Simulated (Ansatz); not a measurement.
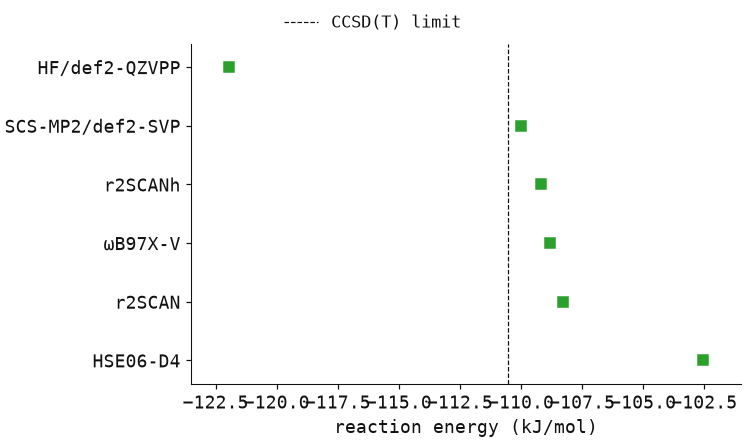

Electronic reaction energy of BSiH₄Br (B[SiH2]Br) + HCl (Cl) → SiH₂BrCl (Cl[SiH2]Br) + BH₃ (B) (SMILES in brackets) at several levels (functionals in def2-TZVPP unless a basis is named), isolated molecules at PBE0-D4 triple-zeta geometries, minima by their frequencies, no zero-point or thermal terms, the Ansatz code 0.2.0. The line is frozen-core CCSD(T) at the basis limit (MP2 extrapolated from triple and quadruple zeta, plus CCSD(T) less MP2 in a smaller set). No dispersion term is added to r2SCANh and r2SCAN. The distance of SCS-MP2/def2-SVP to the limit includes basis error. The limit lies 4.3 kJ/mol from CCSD(T)/def2-TZVPP, so the line itself is uncertain by a part of that.

### Which level comes closest to the line (CCSD(T) limit), and which misses most?

Closest SCS-MP2/def2-SVP (−110.0 kJ/mol), against −110.5 kJ/mol; farthest HF/def2-QZVPP (−121.9 kJ/mol).

### What range do the values span, the line included?

From −121.9 kJ/mol (HF/def2-QZVPP) to −102.6 kJ/mol (HSE06-D4).

Caveats: no scalar relativity up to krypton; outer-core shells are correlated without core-valence functions, which makes the correlated values less sure.
